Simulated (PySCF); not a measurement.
# AlSiH5 (SMILES [H][Al]([H])[SiH3]) at 6 levels

Aim: a comparison of 6 runs (MP2/STO-3G, BCCD(T)/STO-3G, CCSDT(Q)/STO-3G, QCISD(T)/STO-3G, CISD/STO-3G, CCSD(T)/STO-3G) of AlSiH5. The job is set up through a Python script.

Program for the calculation: PySCF 2.14.0.

4 further runs of the same task are left out: 4 set aside as unsound or not needed.

## Step 1: The system as given

AlSiH5 has 7 atoms, charge 0, and is taken as a singlet. SMILES: `[H][Al]([H])[SiH3]`. Geometry: a GFN2-xTB relaxation, a rough one for these elements and not checked as a minimum.

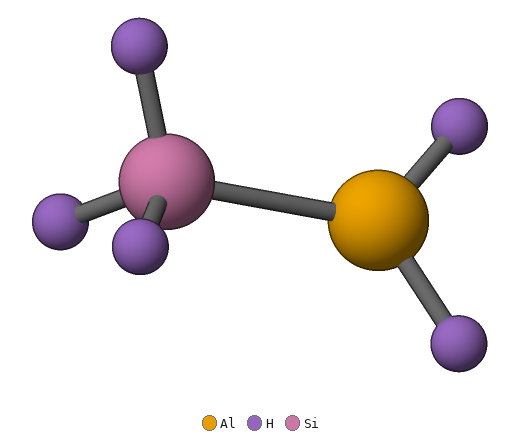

The structure, seen from a chosen angle (aluminium amber, hydrogen purple, silicon pink).

## Step 2: The energy at MP2/STO-3G (run 1)

Input file calc.py:

```python
from pyscf import gto, mp

mol = gto.M(
    atom='''
Al     0.688040     1.201700     0.003860
H      2.245410     1.365000     0.056470
H      0.053380     2.633190    -0.016580
Si    -0.517390    -0.897790    -0.016750
H     -1.851430    -0.836410     0.625620
H      0.177610    -1.992690     0.701130
H     -0.795620    -1.472990    -1.353750
''',
    basis='sto-3g',
    verbose=3,
    max_memory=1860,
)

mf = mol.RHF()
mf.conv_tol = 1e-10
mf.kernel()
if not mf.converged:
    mf = mf.newton().run(mf.mo_coeff, mf.mo_occ)

pt = mp.MP2(mf, frozen=10).run()
etot = pt.e_tot
print('Final energy', etot)
```

On the command line:

```sh
OMP_NUM_THREADS=1 python calc.py
```

What it wrote:

```text
converged SCF energy = -527.500776923552
E(RMP2) = -527.571964022491  E_corr = -0.0711870989389987
E(SCS-RMP2) = -527.584282859099  E_corr = -0.0835059355465805
Final energy -527.5719640224912
```

It took 0.87 s on 1 thread of Arm Neoverse V1, shared host; peak memory 0.11 GiB.

## Step 3: The energy at BCCD(T)/STO-3G (run 2)

Input file run.py:

```python
from pyscf import gto, cc
from pyscf.cc.bccd import bccd_kernel_

molecule = gto.M(
    atom='''
Al     0.688040     1.201700     0.003860
H      2.245410     1.365000     0.056470
H      0.053380     2.633190    -0.016580
Si    -0.517390    -0.897790    -0.016750
H     -1.851430    -0.836410     0.625620
H      0.177610    -1.992690     0.701130
H     -0.795620    -1.472990    -1.353750
''',
    verbose=4,
    spin=0,
    basis='sto-3g',
    max_memory=1860,
)

hf = molecule.RHF()
hf.conv_tol = 1e-10
hf.kernel()
if not hf.converged:
    hf = hf.newton().run(hf.mo_coeff, hf.mo_occ)

mycc = cc.CCSD(hf, frozen=10).run()
mycc = bccd_kernel_(mycc, diis=True)
e_t = mycc.ccsd_t()
e_tot = mycc.e_tot + e_t
print('E(%s) = %.9f' % ('BCCD(T)', e_tot))
```

On the command line:

```sh
OMP_NUM_THREADS=1 python run.py
```

What it wrote:

```text
PySCF version 2.14.0

[... 55 lines left out ...]
converged SCF energy = -527.500776923552
[... 12 lines left out ...]
Init t2, MP2 energy = -527.571964022706  E_corr(MP2) -0.0711870991539393
[... 10 lines left out ...]
CCSD converged
[... 23 lines left out ...]
CCSD converged
[... 21 lines left out ...]
CCSD converged
[... 3 lines left out ...]
******** <class 'pyscf.cc.ccsd.CCSD'> ********
CC2 = 0
CCSD nocc = 6, nmo = 13
frozen orbitals 10
max_cycle = 50
direct = 0
conv_tol = 1e-07
conv_tol_normt = 1e-05
diis_space = 6
diis_start_cycle = 0
diis_start_energy_diff = 1e+09
Init E_corr(CCSD) = -0.105477323473593
cycle = 1  E_corr(CCSD) = -0.105480074838384  dE = -2.75136479e-06  norm(t1,t2) = 5.43925e-05
cycle = 2  E_corr(CCSD) = -0.105479627651361  dE = 4.47187024e-07  norm(t1,t2) = 9.83562e-06
cycle = 3  E_corr(CCSD) = -0.105479256394198  dE = 3.71257162e-07  norm(t1,t2) = 2.77389e-06
cycle = 4  E_corr(CCSD) = -0.105479137798954  dE = 1.18595244e-07  norm(t1,t2) = 5.86132e-07
cycle = 5  E_corr(CCSD) = -0.105479129883146  dE = 7.91580781e-09  norm(t1,t2) = 1.41106e-07
CCSD converged
E(CCSD) = -527.6056291376626  E_corr = -0.1054791298831462
BCC iter:    2  E:    -527.605629137663  dE:    1.900e-07  |t1|:    2.699e-06
CCSD(T) correction = -0.000900480228917072
E(BCCD(T)) = -527.606529618
```

It took 1.3 s on 1 thread of Arm Neoverse V1, shared host; peak memory 0.11 GiB.

Runs 3 to 5 aren't shown in full; the table further down has their settings and results.

## Step 4: A single-point energy at CCSD(T)/STO-3G (run 6)

Input file input.py:

```python
from pyscf import gto, scf, cc

mol = gto.M(
    atom='''
Al     0.688040     1.201700     0.003860
H      2.245410     1.365000     0.056470
H      0.053380     2.633190    -0.016580
Si    -0.517390    -0.897790    -0.016750
H     -1.851430    -0.836410     0.625620
H      0.177610    -1.992690     0.701130
H     -0.795620    -1.472990    -1.353750
''',
    charge=0,
    basis='sto-3g',
    max_memory=1860,
    verbose=4,
)

calc0 = scf.RHF(mol)
calc0.conv_tol = 1e-10
calc0.kernel()
if not calc0.converged:
    calc0 = calc0.newton().run(calc0.mo_coeff, calc0.mo_occ)

mycc = cc.CCSD(calc0, frozen=10)
mycc.kernel()
e_t = mycc.ccsd_t()
energy = mycc.e_tot + e_t
print(f'total energy: {energy:.8f} hartree')
```

On the command line:

```sh
OMP_NUM_THREADS=1 python input.py
```

What it wrote:

```text
PySCF version 2.14.0

[... 55 lines left out ...]
converged SCF energy = -527.500776923552
[... 1 line left out ...]
******** <class 'pyscf.cc.ccsd.CCSD'> ********
CC2 = 0
CCSD nocc = 6, nmo = 13
frozen orbitals 10
max_cycle = 50
direct = 0
conv_tol = 1e-07
conv_tol_normt = 1e-05
diis_space = 6
diis_start_cycle = 0
diis_start_energy_diff = 1e+09
Init t2, MP2 energy = -527.571964022706  E_corr(MP2) -0.0711870991539393
Init E_corr(CCSD) = -0.0711870991539701
cycle = 1  E_corr(CCSD) = -0.092932911807497  dE = -0.0217458127  norm(t1,t2) = 0.0514535
cycle = 2  E_corr(CCSD) = -0.100468044838737  dE = -0.00753513303  norm(t1,t2) = 0.0195623
cycle = 3  E_corr(CCSD) = -0.104899199868685  dE = -0.00443115503  norm(t1,t2) = 0.00765178
cycle = 4  E_corr(CCSD) = -0.104912779740584  dE = -1.35798719e-05  norm(t1,t2) = 0.000777037
cycle = 5  E_corr(CCSD) = -0.104905098997501  dE = 7.68074308e-06  norm(t1,t2) = 0.00026072
cycle = 6  E_corr(CCSD) = -0.104911477305011  dE = -6.37830751e-06  norm(t1,t2) = 5.54621e-05
cycle = 7  E_corr(CCSD) = -0.10491130053599  dE = 1.7676902e-07  norm(t1,t2) = 9.64028e-06
cycle = 8  E_corr(CCSD) = -0.104911484425435  dE = -1.83889444e-07  norm(t1,t2) = 2.518e-06
cycle = 9  E_corr(CCSD) = -0.104911480865725  dE = 3.55970943e-09  norm(t1,t2) = 7.90172e-07
CCSD converged
E(CCSD) = -527.6056884044179  E_corr = -0.1049114808657255
CCSD(T) correction = -0.000849485032969564
total energy: -527.60653789 hartree
```

Run time: 0.85 s. Hardware: 1 thread of Arm Neoverse V1, shared host; peak memory 0.099 GiB.

## Step 5: All runs side by side

```
run            level  energy (Eh)  dipole moment (D) of the reference  HOMO energy (eV)  LUMO energy (eV)  wall time
  1       MP2/STO-3G  -527.571964                                0.61             -7.88              8.09     0.87 s
  2   BCCD(T)/STO-3G  -527.606530                                   –                 –                 –      1.3 s
  3  CCSDT(Q)/STO-3G  -527.606934                                0.61             -7.88              8.09      1.8 s
  4  QCISD(T)/STO-3G  -527.606578                                0.61             -7.88              8.09     0.93 s
  5      CISD/STO-3G  -527.599758                                0.61             -7.88              8.09     0.77 s
  6   CCSD(T)/STO-3G  -527.606538                                0.61             -7.88              8.09     0.85 s
```

## Step 6: What came out

| quantity | value |
| --- | --- |
| run 6: total energy | -527.60654 Eh |
| run 6: dipole moment (Hartree–Fock density) | 0.61 D |
| run 6: HOMO energy (Hartree–Fock orbitals) | -7.88 eV |
| run 6: LUMO energy (Hartree–Fock orbitals) | 8.09 eV |
| run 6: HOMO–LUMO gap (Hartree–Fock orbitals) | 15.97 eV |
| run 6: correlation energy (10 core orbitals frozen) | -105.8 mEh |
| run 6: (T) correction | -0.85 mEh |
| run 6: T1 diagnostic | 0.006 |

In runs 1, 2, 3, 4, 5, 6 the basis is minimal, so the values are rough. All runs together took 6.5 s, the longest 1.8 s.
